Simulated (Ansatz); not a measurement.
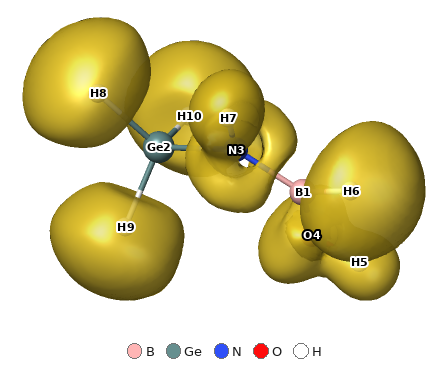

BGeH6NO (SMILES OB[NH][GeH3]). Isosurface of the ELF at 0.75 (yellow), seen at an oblique angle. Core shells and regions of very low density are left out.

Geometry: B3LYP-D3(BJ)/def2-SVP.

Computed with isolated molecule in a Gaussian basis; Kohn-Sham density functional theory, functional PBE0 in Ansatz.

Input

```
basis:
  gaussian: {orbitals: def2-TZVPD}
crystal:
  periodic: [false, false, false]
  atoms:
    - {symbol: B, position_ang: [-2.523969, -1.176736, -2.092751]}
    - {symbol: Ge, position_ang: [-1.013573, -0.600506, 0.318430]}
    - {symbol: "N", position_ang: [-1.304897, -1.271546, -1.392584]}
    - {symbol: O, position_ang: [-3.570774, -0.545303, -1.470074]}
    - {symbol: H, position_ang: [-4.370919, -0.516302, -2.003520]}
    - {symbol: H, position_ang: [-2.636735, -1.640265, -3.208476]}
    - {symbol: H, position_ang: [-0.523895, -1.735826, -1.842052]}
    - {symbol: H, position_ang: [0.452911, -0.942236, 0.654507]}
    - {symbol: H, position_ang: [-1.960827, -1.275514, 1.327737]}
    - {symbol: H, position_ang: [-1.221312, 0.925296, 0.338712]}
hamiltonian: {xc: {name: PBE0}}
output: {forces: true, orbitals: {seedname: orbitals}}
```

Command:

```sh
ansatz run input.yaml --threads 2 --pin off --max-ram 4350MiB --events-out events.jsonl --progress --plain --runs-dir runs
```

**Describe the localisation domains.**

The ELF exceeds this value in four regions around hydrogen nuclei, one joined region spread over several atoms (H, N), in which their bonds and any lone pairs are merged and one joined region spread over several atoms (H, O), in which their bonds and any lone pairs are merged.

Values along the shortest contacts:
B–O (1.37 Å): the ELF peaks at about 0.90 between the atoms (a polar covalent bond). B–N (1.41 Å): the ELF peaks at about 0.95 between the atoms, as expected for a polar covalent bond.
